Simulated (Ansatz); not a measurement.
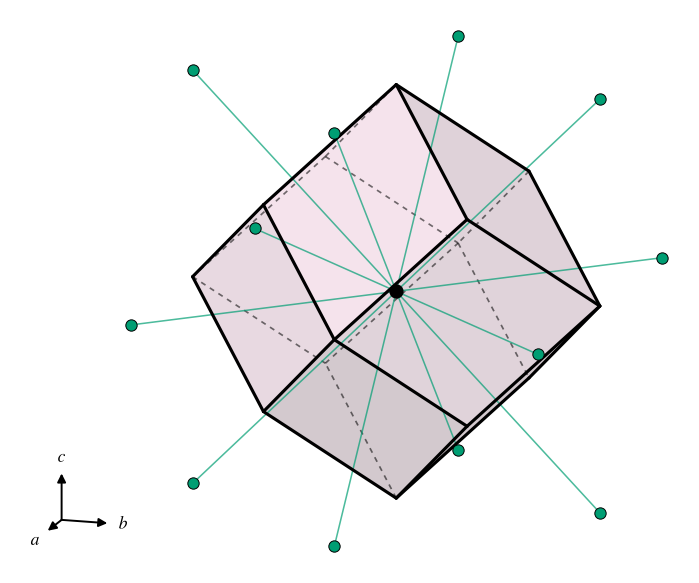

Crystal: Ca2C, the input geometry of an electronic-structure calculation (not necessarily at equilibrium); the starting structure was generated, so it need not be a known form of this composition. The Wigner–Seitz cell of the crystal's lattice, with lines to the lattice points that define its faces. Symmetry computed with spglib at a tolerance of 0.002 Å; standard conventional cell.

a = 6.257 Å, b = 6.257 Å, c = 6.257 Å, α = 90.00°, β = 90.00°, γ = 90.00°; space group No. 225, Fm-3m.

What is the cell's combinatorial type?

Answer. A rhombic dodecahedron: 12 faces (12 with 4 edges), 24 edges, 14 vertices. Its volume is that of the primitive cell, 61.2 Å³.

Which lattice vectors do the faces bisect?

Answer.
| example | length (Å) | faces | edges of each | area (Å²) |
| --- | --- | --- | --- | --- |
| 1/2 a + 1/2 b | 4.42 | 12 | 4 | 6.9 |
